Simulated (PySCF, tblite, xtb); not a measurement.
Approach curve of the dimer C4H4S ··· C4H4S (SMILES c1ccsc1 and c1ccsc1). Monomers: optimised at B3LYP-D3(BJ) (def2-TZVP), held rigid. Orientation: lowest of the rigid-body minima from ten starts at GFN2-xTB. R is the distance of the centres of mass, along which the second monomer moves.

Geometry at R = 3.57 Å (first 9 atoms: monomer A):
```
18

C      0.4512    -0.8877    -0.0489
C     -0.8956    -0.4372     0.0299
C     -0.9906     0.9239     0.0761
S      0.5586     1.6654     0.0239
C      1.3479     0.1415    -0.0608
H      0.7387    -1.9280    -0.0946
H     -1.7526    -1.0946     0.0513
H     -1.8804     1.5281     0.1376
H      2.4227     0.0885    -0.1144
C      0.3567     0.9178    -3.3563
C     -0.9664     1.4349    -3.2846
C     -1.9141     0.4526    -3.3015
S     -1.2020    -1.1078    -3.4048
C      0.3833    -0.4452    -3.4260
H      1.2460     1.5311    -3.3559
H     -1.2014     2.4876    -3.2233
H     -2.9854     0.5591    -3.2592
H      1.2421    -1.0928    -3.4882
```

Methods: RHF/6-31G* = restricted Hartree-Fock/6-31G*, spherical d, no counterpoise correction run with PySCF; GFN1-xTB (xtb); RHF/LANL2DZ = restricted Hartree-Fock/LANL2DZ, with its core potentials past Ne, no counterpoise correction (PySCF); RKS-B3LYP/6-31G* = restricted B3LYP/6-31G*, spherical d, no counterpoise correction (PySCF); GFN2-xTB (tblite).

Interaction energies in kJ/mol (negative: bound); R is the distance of the centres of mass, d the C3···C11 distance.

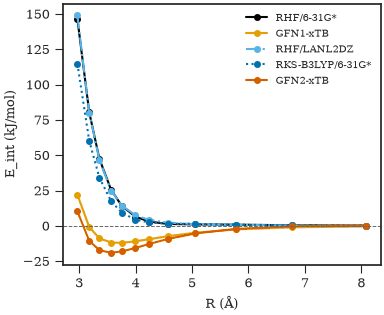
*Interaction energy against separation.*

| R / Å | d / Å | RHF/6-31G* | GFN1-xTB | RHF/LANL2DZ | RKS-B3LYP/6-31G* | GFN2-xTB |
|---|---|---|---|---|---|---|
| 2.97 | 2.87 | 146.65 | 22.14 | 148.93 | 114.88 | 10.26 |
| 3.18 | 3.05 | 80.46 | -0.85 | 80.22 | 60.27 | -10.59 |
| 3.36 | 3.21 | 47.49 | -8.83 | 46.73 | 34.10 | -17.26 |
| 3.57 | 3.40 | 25.27 | -11.87 | 24.85 | 17.30 | -19.03 |
| 3.76 | 3.57 | 14.02 | -12.05 | 14.25 | 9.32 | -18.10 |
| 4.00 | 3.79 | 6.50 | -10.97 | 7.43 | 4.39 | -15.65 |
| 4.24 | 4.02 | 3.03 | -9.47 | 4.24 | 2.38 | -12.86 |
| 4.57 | 4.33 | 1.35 | -7.40 | 2.29 | 1.57 | -9.33 |
| 5.06 | 4.79 | 1.00 | -4.88 | 1.17 | 1.33 | -5.40 |
| 5.78 | 5.48 | 0.81 | -2.53 | 0.64 | 0.86 | -2.15 |
| 6.77 | 6.44 | 0.41 | -1.05 | 0.33 | 0.39 | -0.40 |
| 8.09 | 7.74 | 0.15 | -0.37 | 0.11 | 0.15 | 0.17 |

Lowest grid point: RHF/6-31G* 0.15 kJ/mol at R = 8.09 Å; GFN1-xTB -12.05 kJ/mol at R = 3.76 Å; RHF/LANL2DZ 0.11 kJ/mol at R = 8.09 Å; RKS-B3LYP/6-31G* 0.15 kJ/mol at R = 8.09 Å; GFN2-xTB -19.03 kJ/mol at R = 3.57 Å.
